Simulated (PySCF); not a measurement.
**Run report: Cu2O2, frequency calculation**

System: Cu2O2, multiplicity 3.
Method: UKS-based PBE0, Cu def2-TZVP, O def2-TZVP; non-relativistic Hamiltonian; density fitting (PySCF 2.14.0).

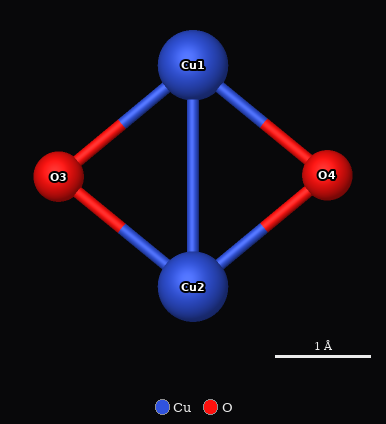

Figure 1. The structure as given in the input (ball-and-stick view, seen on its broad side; atoms are numbered from 1 in the order of the input). Sticks mark near contacts. Bond lengths as drawn: Cu–Cu 2.34 Å and Cu–O 1.84 Å.

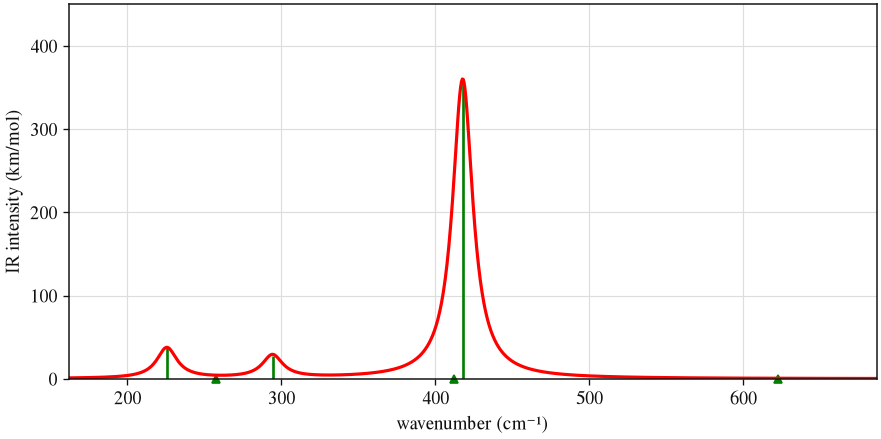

Figure 2. Harmonic infrared spectrum, unscaled: sticks (degenerate modes added up, dark ones marked on the axis) with a Lorentzian envelope of 16 cm⁻¹ full width, scaled to the tallest stick. 6 modes from 226 to 623 cm⁻¹, none imaginary. The strongest line is at 418 cm⁻¹ (360 km/mol). All modes, in cm⁻¹ (km/mol): 226 (37), 258 (0.0), 294 (27), 412 (0.0), 418 (360), 623 (0.0).

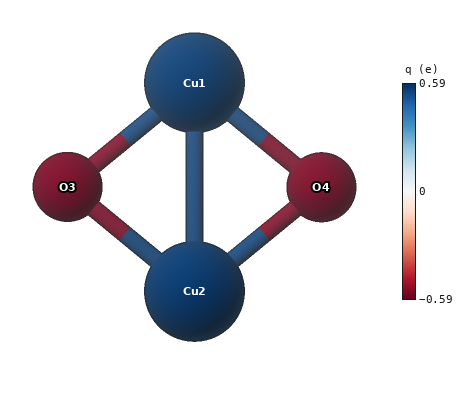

Figure 3. Mulliken charges, as the colour of each atom (ball-and-stick view, seen at a tilt; atoms are numbered from 1 in the order of the input; Mulliken charges depend strongly on the basis). By element: Cu +0.56 and O −0.56 e.

The input and output of the run follow.

**Input file**
```python
from pyscf import gto, scf, dft
mol = gto.M(atom='''
Cu     1.168112    -0.000000     0.000000
Cu    -1.168112     0.000000     0.000000
O      0.000000     1.417733     0.000000
O     -0.000000    -1.417733     0.000000''',
    basis={'Cu': 'def2-TZVP', 'O': 'def2-TZVP'},
    charge=0, spin=2)
mf = dft.UKS(mol, xc='PBE0')
mf.grids.atom_grid = (75, 302)
aux = {'Cu': 'def2-universal-JKFIT', 'O': 'def2-universal-JKFIT'}
mf = mf.density_fit(auxbasis=aux)
mf.conv_tol = 1e-09
mf.diis_space = 10
mf.max_cycle = 60
mf.verbose = 4
mf.kernel()
```

The script is an equivalent of the set-up of the self-consistent field. The run itself was carried out by a driver, which started from the orbitals of the step before it where there was one and computed the further properties.

Launch command:
```bash
OMP_NUM_THREADS=4 python axn.py task.json out
```

**Log**
```
init E= -3430.81726394673
  alpha nocc = 38  HOMO = -0.256079279926186  LUMO = -0.0800214596976924
  beta  nocc = 36  HOMO = -0.243763740085285  LUMO = -0.14541607150256
  HOMO = -0.243763740085  LUMO = -0.145416071503  gap/eV = 2.67618
cycle= 1 E= -3430.81726394384  delta_E= 2.89e-09  |g|= 0.000119  |ddm|= 5.61e-05
  alpha nocc = 38  HOMO = -0.256070227186666  LUMO = -0.0800169383902482
  beta  nocc = 36  HOMO = -0.24376606352074  LUMO = -0.14541653026113
  HOMO = -0.243766063521  LUMO = -0.145416530261  gap/eV = 2.67623
cycle= 2 E= -3430.81726390054  delta_E= 4.33e-08  |g|= 0.000457  |ddm|= 0.000215
  alpha nocc = 38  HOMO = -0.256078107514497  LUMO = -0.0800205033847354
  beta  nocc = 36  HOMO = -0.243765370063288  LUMO = -0.145417344207658
  HOMO = -0.243765370063  LUMO = -0.145417344208  gap/eV = 2.67619
cycle= 3 E= -3430.8172639465  delta_E= -4.6e-08  |g|= 4.01e-05  |ddm|= 0.000177
  alpha nocc = 38  HOMO = -0.256078053191155  LUMO = -0.0800205960789756
  beta  nocc = 36  HOMO = -0.243764992574356  LUMO = -0.145416982116674
  HOMO = -0.243764992574  LUMO = -0.145416982117  gap/eV = 2.67619
cycle= 4 E= -3430.81726394695  delta_E= -4.55e-10  |g|= 3.59e-06  |ddm|= 1.81e-05
  alpha nocc = 38  HOMO = -0.256077722879969  LUMO = -0.0800205562272367
  beta  nocc = 36  HOMO = -0.243764671731258  LUMO = -0.145416619653597
  HOMO = -0.243764671731  LUMO = -0.145416619654  gap/eV = 2.67619
cycle= 5 E= -3430.81726394695  delta_E= 1.36e-12  |g|= 1.07e-06  |ddm|= 2.01e-06
  alpha nocc = 38  HOMO = -0.256077720444513  LUMO = -0.0800205654583151
  beta  nocc = 36  HOMO = -0.243764675944225  LUMO = -0.14541661328886
  HOMO = -0.243764675944  LUMO = -0.145416613289  gap/eV = 2.67619
Extra cycle  E= -3430.81726394695  delta_E= -9.09e-13  |g|= 4.43e-06  |ddm|= 2.96e-06
converged SCF energy = -3430.81726394695  <S^2> = 2.0436977  2S+1 = 3.0289917
```

**Key numbers**

| quantity | value |
| --- | --- |
| outcome | converged |
| total energy | −3430.817264 hartree |
| ⟨S²⟩ | 2.044 |
| zero-point energy | 0.005081 hartree |
| dipole moment | 0.00 D |
| wavenumbers, lowest and highest | 226 and 623 cm⁻¹ |
| hardware | 4 threads of Arm Neoverse V1, 24 GiB of memory available, shared host |
| wall time | 4.8 min (CPU time 11 min) |
| peak memory | 1.5 GiB |
